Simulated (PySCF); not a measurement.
**C3H5F3O: density, localisation and related maps**

```xyz
12

C     1.7883    0.1384   -0.1853
C     0.3125    0.0662   -0.4727
O    -0.3725   -0.0475    0.7758
C    -1.6986   -0.1643    0.7242
F    -2.2809    0.8755    0.1138
F    -2.0915   -1.2610    0.0619
F    -2.1627   -0.2337    1.9574
H     2.1288   -0.7687    0.3344
H     2.3495    0.2322   -1.1261
H     2.0203    1.0075    0.4470
H    -0.0413    0.9710   -0.9939
H     0.0671   -0.8078   -1.0980
```

Geometry: PBE0-D3(BJ)/def2-SVP.

These are results of PBE0/pcSseg-1, SCF density, gas phase, non-relativistic (PySCF 2.14.0), not measurements.

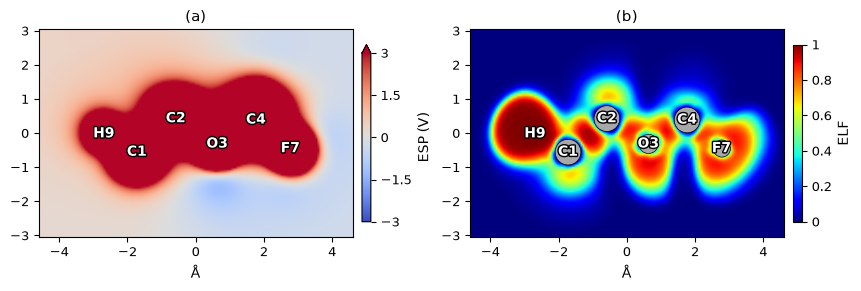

Figure 1. (a) molecular electrostatic potential; (b) ELF on the plane of atoms C1, C2 and O3. Grey discs cover the atomic cores in the ELF map.

> What does the map show?

Atoms in the plane: C, O, F and H. C–F (1.32 Å): the ELF peaks at about 0.85 between the atoms; a shared but strongly polarised pair. C–O (1.33 Å): the ELF peaks at about 0.90 between the atoms (a shared but strongly polarised pair). C–C (1.51 Å): the ELF peaks at about 0.95 between the atoms: a covalent bond. C–H (1.10 Å): the ELF climbs to about 1 towards the hydrogen, as it does in any bond to H (a covalent bond by its length). C–O (1.43 Å): the ELF peaks at about 0.90 between the atoms, as expected for a polar covalent bond. The ELF also peaks beside F7 and O3, away from the bonds: lone-pair regions. Outside the dense part of the molecule the potential is most negative (−1.2 V) near O3.

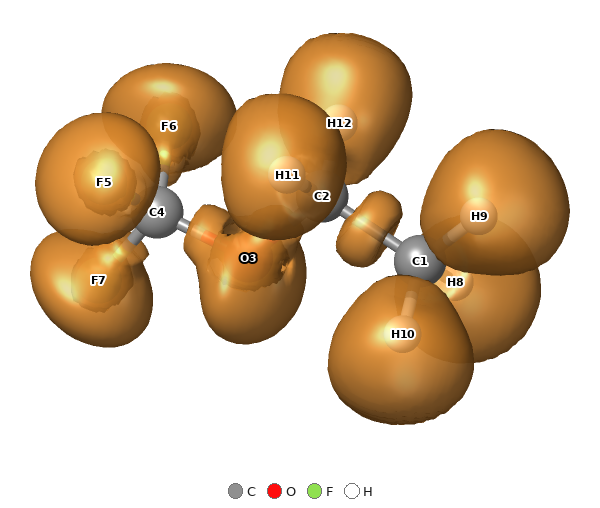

Figure 2. Isosurface of the electron localisation function at 0.75 (orange), seen at a tilt. Only the valence region is drawn (cores and ρ < 0.01 e/Å³ removed).

> Identify the bonds, lone pairs and shells in this picture.

At this value the surface marks out one region between bonded C–C atoms (shared pairs), five regions around hydrogen nuclei, three regions on F in which the atom's valence shell and bonds are merged and one region on O in which the atom's valence shell and bonds are merged.

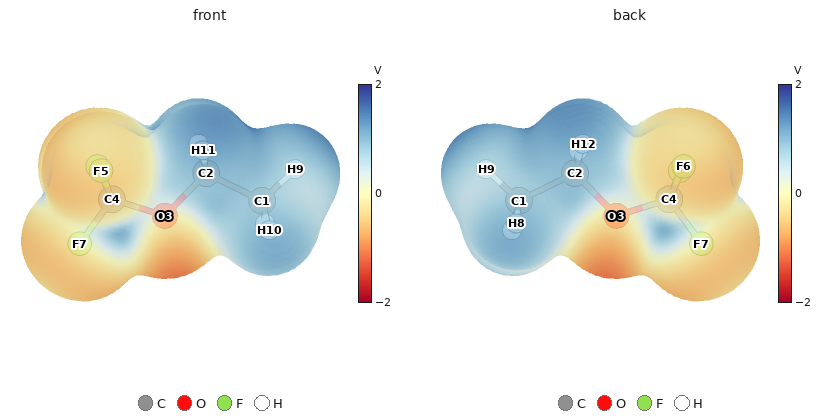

Figure 3. The molecular electrostatic potential painted on the density surface at 0.004 e/bohr³, seen from the front and from behind; red is negative and blue positive.

> Where is the surface potential most negative and most positive?

The most negative region (about −1.1 V) lies over O3, the most positive (about +1.5 V) over C2 and C4. O3 is the likeliest acceptor of a hydrogen bond.

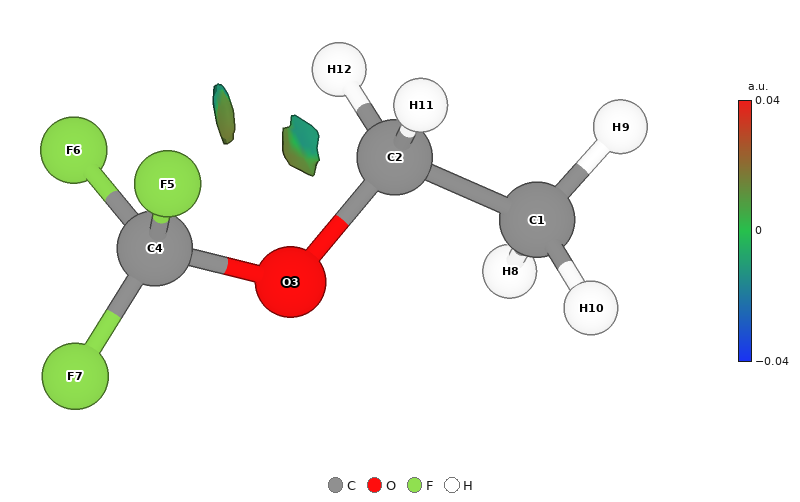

Figure 4. Non-covalent interaction (NCI) plot: the surface where the reduced density gradient is 0.5, for densities under 0.05 a.u., coloured by sign(λ₂)ρ; seen at a tilt.

> What holds or crowds the atoms apart from the covalent bonds?

Near H12, F6 and C2: mostly steric crowding (olive to red); near H11, F5 and C2: mostly steric crowding (olive to red).
